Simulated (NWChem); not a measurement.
# [SiH3]− (SMILES [SiH3-]): PBE/aug-cc-pVDZ

What is the vertical ionisation energy of [SiH3]− at PBE/aug-cc-pVDZ? 

The results are computed with NWChem 7.3.0.

## 1. The system as given

The species is [SiH3]− (4 atoms), meant as a singlet with charge -1. As SMILES, `[SiH3-]`. Geometry: relaxed at PBE0-D4/def2-TZVPD.

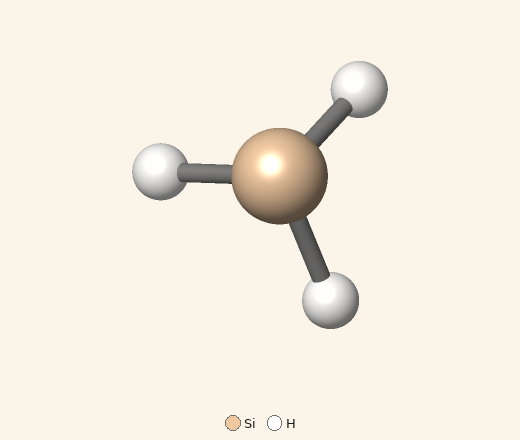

Viewed from a chosen angle; silicon light orange, hydrogen white.

## 2. A single-point energy at PBE/aug-cc-pVDZ

Contents of nw.xyz:

```xyz
4
H3Si PBE
Si     0.539700    -0.050700    -0.300900
H      0.426600     0.622300     1.085900
H     -0.298500    -1.283700     0.106800
H     -0.667800     0.712200    -0.891800
```

Contents of nw.nw:

```
start nw
title "H3Si PBE"
memory 2200 mb
charge -1

geometry units angstrom noautosym nocenter noautoz
  load format xyz nw.xyz
end

basis spherical bse
  * library aug-cc-pVDZ
end

dft
  xc xpbe96 cpbe96
  mult 1
  grid huge
  convergence energy 1e-08
  iterations 100
  mulliken
  print low
end

task dft
```

Started as:

```
$ nwchem nw.nw > nw.out
```

Output, cut to the lines that bear on the results:

```text
[...]
 d= 0,ls=0.0,diis     1   -290.8907218489 -3.06D+02  9.67D-02  1.33D+00     5.1
[...]
 d= 0,ls=0.0,diis    10   -291.1155265849 -6.81D-11  1.41D-07  3.11D-11    41.6
         Total DFT energy =     -291.115526584917
      One electron energy =     -436.854025256412
           Coulomb energy =      152.605506104580
    Exchange-Corr. energy =      -21.947992207156
 Nuclear repulsion energy =       15.080984774071
[...]
      Total Density - Mulliken Population Analysis
     ---------------------------------------------
    Atom       Charge   Shell Charges
 -----------   ------   -------------------------------------------------------
    1 Si  14    15.56   2.00  2.04  0.79  1.06  0.10  6.02  1.43  1.65  0.26  0.13  0.09
    2 H    1     0.81   0.72  0.05  0.03  0.01  0.00
    3 H    1     0.81   0.72  0.05  0.03  0.01  0.00
    4 H    1     0.81   0.72  0.05  0.03  0.01  0.00
[...]
```

It took 42 s on 1 thread of Intel Xeon Platinum 8259CL at 2.50GHz (Skylake/Cascade Lake), shared host; peak memory 0.15 GiB.

## 3. Doublet neutral SiH3, same level

nw.xyz: that of step 2 with these lines changed.

```diff
@@ -1,3 +1,3 @@
 4
-H3Si PBE
+H3Si
 Si     0.539700    -0.050700    -0.300900
```

Contents of nw.nw:

```
start nw
title "H3Si"
memory total 2200 mb
charge 0
geometry noautosym nocenter noautoz
 load format xyz nw.xyz
end
basis spherical bse
 * library aug-cc-pVDZ
end
dft
 xc xpbe96 cpbe96
 mult 2
 grid huge
 convergence energy 1e-08
 iterations 100
 mulliken
 noprint "final vectors analysis"
end
task dft
```

Started as:

```
$ nwchem nw.nw > nw.out
```

Output, cut to the lines that bear on the results:

```text
[...]
          Wavefunction type:  spin polarized.
          No. of atoms     :     4
          No. of electrons :    17
[...]
          Charge           :     0
          Spin multiplicity:     2
[...]
          AO basis - number of functions:    54
[...]
              XC Information
              --------------
          PerdewBurkeErnzerhof Exchange Functional  1.000
            Perdew 1991 LDA Correlation Functional  1.000 local
           PerdewBurkeErnz. Correlation Functional  1.000 non-local
[...]
 d= 0,ls=0.0,diis     1   -291.0276975751 -3.06D+02  8.79D-03  2.90D-02     9.0
[...]
 d= 0,ls=0.0,diis     8   -291.0466803804 -2.10D-09  6.22D-07  2.14D-10    53.6
[...]
         Total DFT energy =     -291.046680380369
      One electron energy =     -432.469414423235
           Coulomb energy =      148.097169744276
    Exchange-Corr. energy =      -21.755420475481
 Nuclear repulsion energy =       15.080984774071
[...]
      Total Density - Mulliken Population Analysis
     ---------------------------------------------
    Atom       Charge   Shell Charges
 -----------   ------   -------------------------------------------------------
    1 Si  14    14.67   2.00  2.04  0.81  0.93 -0.01  6.02  1.43  1.24  0.01  0.12  0.07
    2 H    1     0.78   0.70  0.07  0.01  0.01 -0.01
    3 H    1     0.78   0.70  0.07  0.01  0.01 -0.01
    4 H    1     0.78   0.70  0.07  0.01  0.01 -0.01
[...]
      <S2> =      0.7525 (Exact =     0.7500)
[...]
```

Run time: 54 s. Hardware: 1 thread of Intel Xeon Platinum 8259CL at 2.50GHz (Skylake/Cascade Lake), shared host; peak memory 0.15 GiB.

## 4. Summary of results

Level: PBE/aug-cc-pVDZ.

```
                                           quantity          value
                      singlet [SiH3]−: total energy  -291.11553 Eh
                 doublet neutral SiH3: total energy  -291.04668 Eh
                doublet neutral SiH3: dipole moment         0.83 D
                         doublet neutral SiH3: ⟨S²⟩          0.752
vertical detachment energy (to the doublet neutral)       1.873 eV
```

The vertical ionisation energy comes to 1.87 eV (43 kcal/mol). Mulliken charges (doublet neutral SiH3) run from -0.67 on Si1 to +0.22 on H2; in a basis this large or diffuse they mean little.
